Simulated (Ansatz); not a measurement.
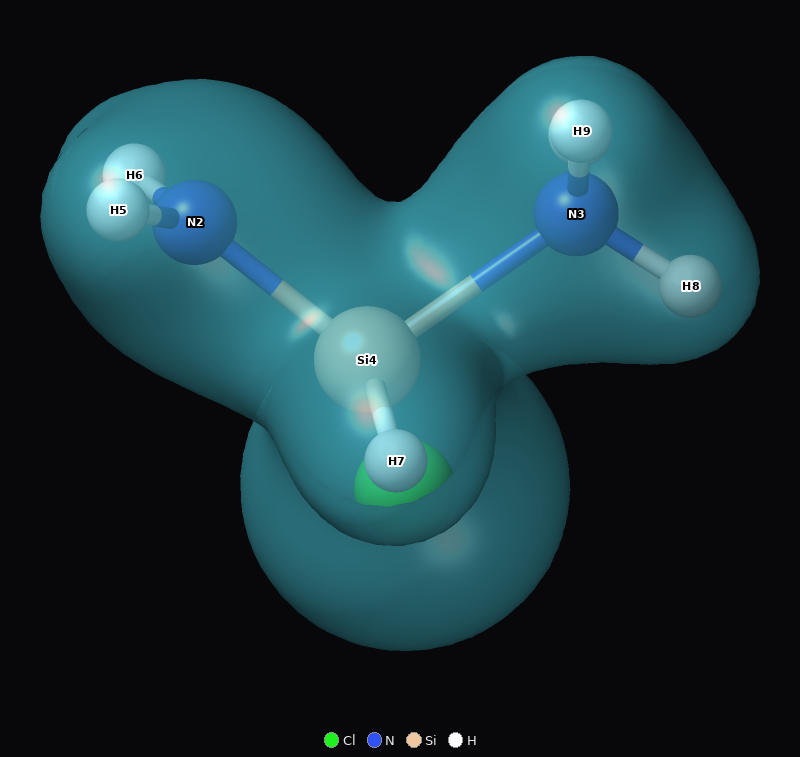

The picture shows: ClH$_{6}$N$_{2}$Si (charge +1). Isosurface of the electron density at 0.2 e/Å³ (cyan), seen at a tilt.

Geometry: B3LYP-D3(BJ)/def2-SVP.

These are results of Ansatz, isolated molecule in a Gaussian basis; Kohn-Sham density functional theory, functional PBE0, not measurements.

```xyz
10

Cl   -1.3358    0.5894    0.2484
N     1.0936   -1.1928    1.1593
N    -0.8215   -0.2115    3.1101
Si    0.2020    0.1859    1.5128
H     2.1044   -1.2199    1.2761
H     0.7557   -1.9435    0.5611
H     0.9951    1.3340    1.9729
H    -1.3915    0.5871    3.4240
H    -0.2147   -0.4832    3.8965
H    -1.4727   -0.9941    2.9545
```

Question: Which contacts does the surface bridge?

Answer: At this value the surface is in one piece. It bridges the sampled Si–N (1.68 Å), Si–Cl (2.03 Å), N–H (1.02 Å) and Si–N (1.94 Å) contacts, where the density stays above the isovalue. On the grid the lowest density along these lines, outside the cores, is 1.1 e/Å³ (Si–N, 1.68 Å), 0.72 e/Å³ (Si–Cl, 2.03 Å), 2.2 e/Å³ (N–H, 1.02 Å) and 0.59 e/Å³ (Si–N, 1.94 Å).
